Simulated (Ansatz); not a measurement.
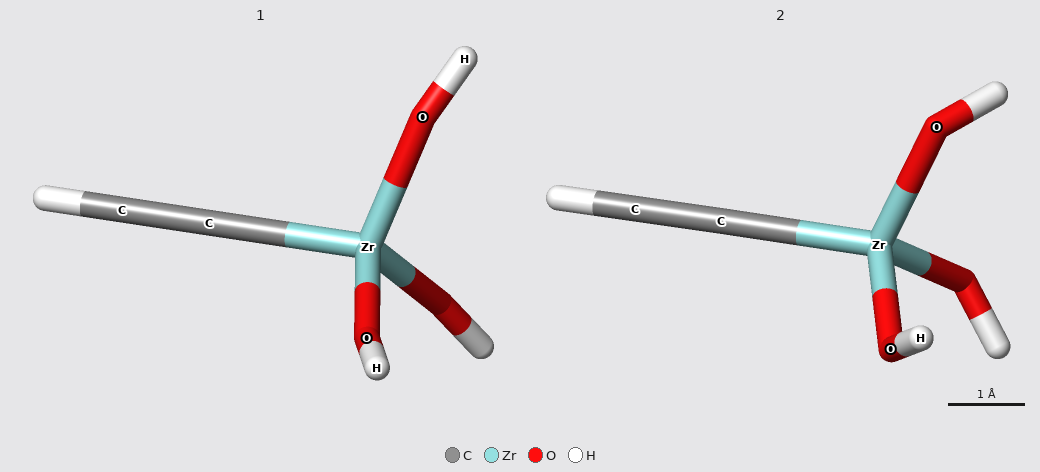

Two geometries of C$_{2}$H$_{4}$O$_{3}$Zr, drawn at one scale. One is the start of a relaxation, the other its converged end. Style: stick. Shown at a tilt.

Computed with Ansatz, RKS PBE0-D4/def2-TZVP. (force threshold 0.005 eV/Å; at most 150 steps)

Which geometry has the lower energy?

Structure 1 is the relaxed one. The start comes from GFN2-xTB. The energy falls by 7.85 kcal/mol in 11 geometry steps. Largest force component: 1.4 eV/Å at the start, 0.00056 eV/Å at the end. An H atom moves most after the best rigid fit: 0.54 Å. Largest moves by element: H 0.54 Å, O 0.30 Å, Zr 0.13 Å, C 0.12 Å. Near-neighbour distances that change, for instance: O–Zr 1.892 → 1.916 Å, H–O 0.966 → 0.952 Å, C–Zr 2.203 → 2.213 Å, C–H 1.059 → 1.067 Å. Among the angles between lasting bonds that change: Zr–O–H 122.4° → 163.5°, Zr–O–H 122.8° → 163.5°, O–Zr–O 106.1° → 111.1°.
